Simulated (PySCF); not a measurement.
# C3H9BOSi (SMILES C#C[BH2-][O+](C)[SiH3]): what the fields show

```yaml
atoms:
  - { symbol: C, position_ang: [2.7084, 0.5334, -0.7396] }
  - { symbol: C, position_ang: [1.8903, -0.1604, -0.1969] }
  - { symbol: B, position_ang: [0.8000, -1.0194, 0.4803] }
  - { symbol: O, position_ang: [-0.6441, -0.2390, 0.1320] }
  - { symbol: C, position_ang: [-0.9036, -0.1984, -1.2504] }
  - { symbol: Si, position_ang: [-1.3249, 0.7387, 1.2843] }
  - { symbol: H, position_ang: [3.4455, 1.1255, -1.2030] }
  - { symbol: H, position_ang: [0.8459, -0.9925, 1.6689] }
  - { symbol: H, position_ang: [0.6638, -2.1026, 0.0079] }
  - { symbol: H, position_ang: [-1.8338, 0.3332, -1.4510] }
  - { symbol: H, position_ang: [-0.9791, -1.2225, -1.6200] }
  - { symbol: H, position_ang: [-0.0762, 0.2976, -1.7629] }
  - { symbol: H, position_ang: [-2.5486, 1.2190, 0.6347] }
  - { symbol: H, position_ang: [-0.4323, 1.8496, 1.5981] }
  - { symbol: H, position_ang: [-1.6156, -0.1540, 2.3957] }
```

Geometry: GFN2-xTB.

Computed with PySCF 2.14.0, PBE0/pcSseg-1, SCF density, gas phase, non-relativistic.

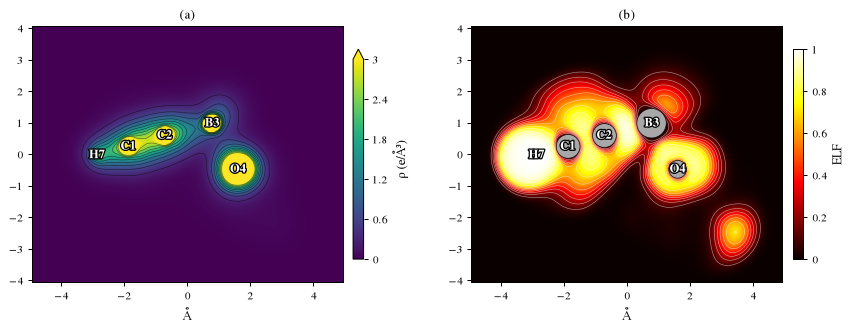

Figure 1. (a) electron density; (b) ELF on the plane of atoms C2, B3 and O4. Grey discs cover the atomic cores in the ELF map.

Question: Read the bonding off the picture.

Answer: Atoms in the plane: C, B, O and H. C–C (1.20 Å): ρ at the midpoint is about 2.8 e/Å³; the ELF peaks at about 0.85 between the atoms; a short, multiple covalent bond. C–B (1.54 Å): ρ at the midpoint is about 1.4 e/Å³; the ELF peaks at about 1 between the atoms, as expected for localised, covalent bonding. B–O (1.68 Å): ρ at the midpoint is about 0.9 e/Å³; the ELF peaks at about 0.90 between the atoms, as expected for a shared but strongly polarised pair. C–H (1.05 Å): ρ at the midpoint is about 2.1 e/Å³; the ELF climbs to about 1 towards the hydrogen, as it does in any bond to H; a covalent bond by its length. The ELF also peaks beside O4, away from the bonds: lone-pair regions.

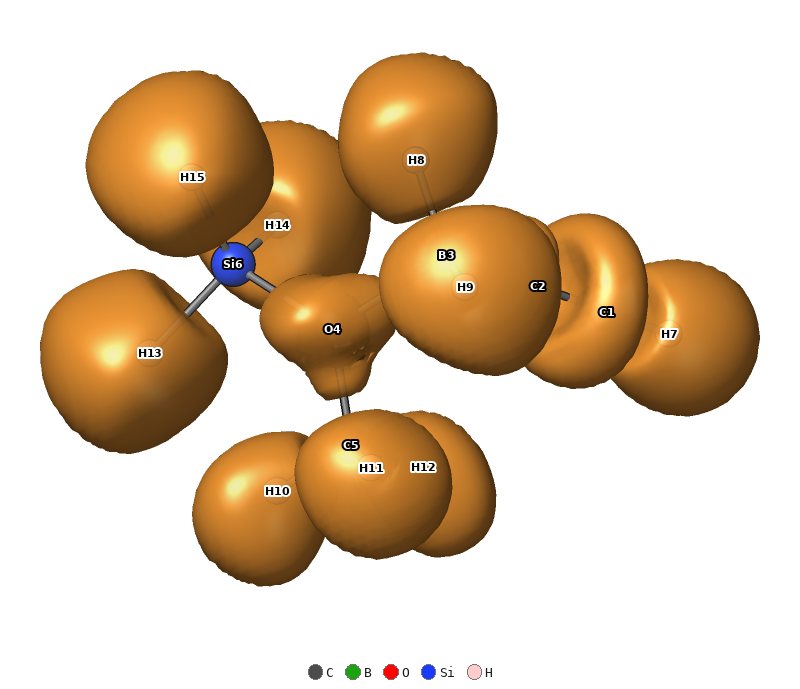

Figure 2. Isosurface of the ELF at 0.75 (orange), seen at an oblique angle. Only the valence region is drawn (cores and ρ < 0.01 e/Å³ removed).

Question: Where are the electrons localised?

Answer: At this value the surface marks out one region between bonded B–C atoms (shared pairs), one region between bonded C–C atoms (shared pairs), nine regions around hydrogen nuclei and one region on O in which the atom's valence shell and bonds are merged.


 C–O (1.41 Å): the ELF peaks at about 0.90 between the atoms; a polar covalent bond.

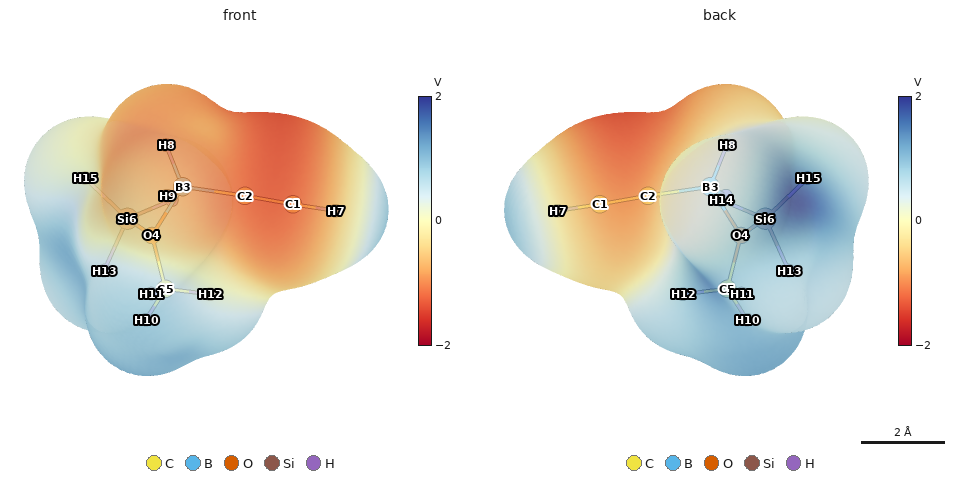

Figure 3. The molecular electrostatic potential painted on the density surface at 0.001 e/bohr³, seen from the front and from behind; the colour scale runs from red (negative) to blue (positive).

Question: Describe the electrostatic potential map.

Answer: The most negative region (about −1.3 V, or −30 kcal/mol for a unit charge) lies over C1 and C2, the most positive (about +1.7 V, or +39 kcal/mol for a unit charge) over Si6.
